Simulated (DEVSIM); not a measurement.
Device: Al0.35Ga0.65As/GaAs n-p heterojunction, at 300 K.

```csv
layer (left to right),material,thickness (μm),Nd (cm⁻³),Na (cm⁻³),τn (s),τp (s)
1,Al0.35Ga0.65As,0.150,8.6e16,-,7.9e-10,2.4e-11
2,GaAs,0.740,-,5.2e15,7.9e-10,7.9e-10
```

Left contact: ohmic. Right contact: ohmic. Voltage is applied to the left contact. Recombination: SRH at mid-gap. Mobility is constant in doping.

This is a model device: material constants are rounded textbook-type values typed into the input, and sizes, dopings and lifetimes were drawn at random. Values at 300 K.

| parameter | Al0.35Ga0.65As | GaAs |
|---|---|---|
| gap (eV) | 1.8604 | 1.424 |
| affinity (eV) | 3.7935 | 4.07 |
| permittivity | 11.91 | 12.9 |
| Nc (cm⁻³) | 7.44e17 | 4.7e17 |
| Nv (cm⁻³) | 9e18 | 9e18 |
| μn (cm²/Vs) | 3495 | 8500 |
| μp (cm²/Vs) | 176 | 400 |

Simulated with DEVSIM: 1D drift-diffusion, Boltzmann statistics, complete ionisation; no tunnelling, impact ionisation, image-force lowering or self-heating. Band offsets follow the typed affinities; no thermionic-emission limit at abrupt steps, no polarisation charge.

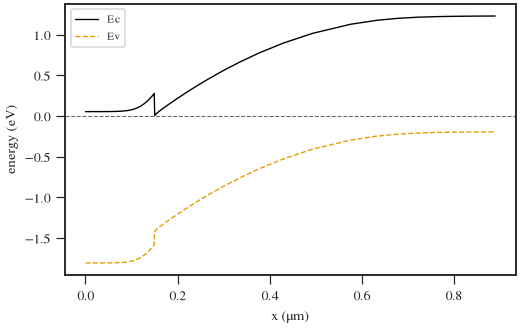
Fig. 1. Band edges at zero bias

Energies count from the Fermi level of the right contact; mesh points crowd at the junctions.

```json
[
 {"x (μm)": "0.000", "Ec (eV)": "0.056", "Ev (eV)": "-1.805", "n (cm⁻³)": "8.6e16", "p (cm⁻³)": "< 1e2", "field (V/cm)": "30"},
 {"x (μm)": "0.004326", "Ec (eV)": "0.056", "Ev (eV)": "-1.805", "n (cm⁻³)": "8.6e16", "p (cm⁻³)": "< 1e2", "field (V/cm)": "31"},
 {"x (μm)": "0.01164", "Ec (eV)": "0.056", "Ev (eV)": "-1.805", "n (cm⁻³)": "8.6e16", "p (cm⁻³)": "< 1e2", "field (V/cm)": "40"},
 {"x (μm)": "0.02576", "Ec (eV)": "0.056", "Ev (eV)": "-1.804", "n (cm⁻³)": "8.6e16", "p (cm⁻³)": "< 1e2", "field (V/cm)": "95"},
 {"x (μm)": "0.06371", "Ec (eV)": "0.058", "Ev (eV)": "-1.803", "n (cm⁻³)": "8.0e16", "p (cm⁻³)": "< 1e2", "field (V/cm)": "1300"},
 {"x (μm)": "0.1025", "Ec (eV)": "0.081", "Ev (eV)": "-1.779", "n (cm⁻³)": "3.2e16", "p (cm⁻³)": "< 1e2", "field (V/cm)": "16000"},
 {"x (μm)": "0.1265", "Ec (eV)": "0.149", "Ev (eV)": "-1.712", "n (cm⁻³)": "2.4e15", "p (cm⁻³)": "< 1e2", "field (V/cm)": "42000"},
 {"x (μm)": "0.1423", "Ec (eV)": "0.231", "Ev (eV)": "-1.629", "n (cm⁻³)": "9.8e13", "p (cm⁻³)": "< 1e2", "field (V/cm)": "63000"},
 {"x (μm)": "0.1482", "Ec (eV)": "0.270", "Ev (eV)": "-1.590", "n (cm⁻³)": "2.2e13", "p (cm⁻³)": "< 1e2", "field (V/cm)": "70000"},
 {"x (μm)": "0.1516", "Ec (eV)": "0.016", "Ev (eV)": "-1.408", "n (cm⁻³)": "2.5e17", "p (cm⁻³)": "< 1e2", "field (V/cm)": "60000"},
 {"x (μm)": "0.1574", "Ec (eV)": "0.047", "Ev (eV)": "-1.377", "n (cm⁻³)": "7.6e16", "p (cm⁻³)": "< 1e2", "field (V/cm)": "47000"},
 {"x (μm)": "0.1738", "Ec (eV)": "0.117", "Ev (eV)": "-1.307", "n (cm⁻³)": "5.2e15", "p (cm⁻³)": "< 1e2", "field (V/cm)": "40000"},
 {"x (μm)": "0.1975", "Ec (eV)": "0.210", "Ev (eV)": "-1.214", "n (cm⁻³)": "1.4e14", "p (cm⁻³)": "< 1e2", "field (V/cm)": "38000"},
 {"x (μm)": "0.2450", "Ec (eV)": "0.382", "Ev (eV)": "-1.042", "n (cm⁻³)": "1.8e11", "p (cm⁻³)": "< 1e2", "field (V/cm)": "35000"},
 {"x (μm)": "0.3777", "Ec (eV)": "0.778", "Ev (eV)": "-0.646", "n (cm⁻³)": "40000", "p (cm⁻³)": "1.3e8", "field (V/cm)": "25000"},
 {"x (μm)": "0.5758", "Ec (eV)": "1.130", "Ev (eV)": "-0.294", "n (cm⁻³)": "< 1e2", "p (cm⁻³)": "1.0e14", "field (V/cm)": "11000"},
 {"x (μm)": "0.7205", "Ec (eV)": "1.216", "Ev (eV)": "-0.208", "n (cm⁻³)": "< 1e2", "p (cm⁻³)": "2.9e15", "field (V/cm)": "2400"},
 {"x (μm)": "0.8033", "Ec (eV)": "1.227", "Ev (eV)": "-0.197", "n (cm⁻³)": "< 1e2", "p (cm⁻³)": "4.5e15", "field (V/cm)": "710"},
 {"x (μm)": "0.8556", "Ec (eV)": "1.230", "Ev (eV)": "-0.194", "n (cm⁻³)": "< 1e2", "p (cm⁻³)": "5.0e15", "field (V/cm)": "380"},
 {"x (μm)": "0.8734", "Ec (eV)": "1.231", "Ev (eV)": "-0.193", "n (cm⁻³)": "< 1e2", "p (cm⁻³)": "5.1e15", "field (V/cm)": "340"},
 {"x (μm)": "0.8836", "Ec (eV)": "1.231", "Ev (eV)": "-0.193", "n (cm⁻³)": "< 1e2", "p (cm⁻³)": "5.2e15", "field (V/cm)": "330"},
 {"x (μm)": "0.8900", "Ec (eV)": "1.231", "Ev (eV)": "-0.193", "n (cm⁻³)": "< 1e2", "p (cm⁻³)": "5.2e15", "field (V/cm)": "320"}
]
```
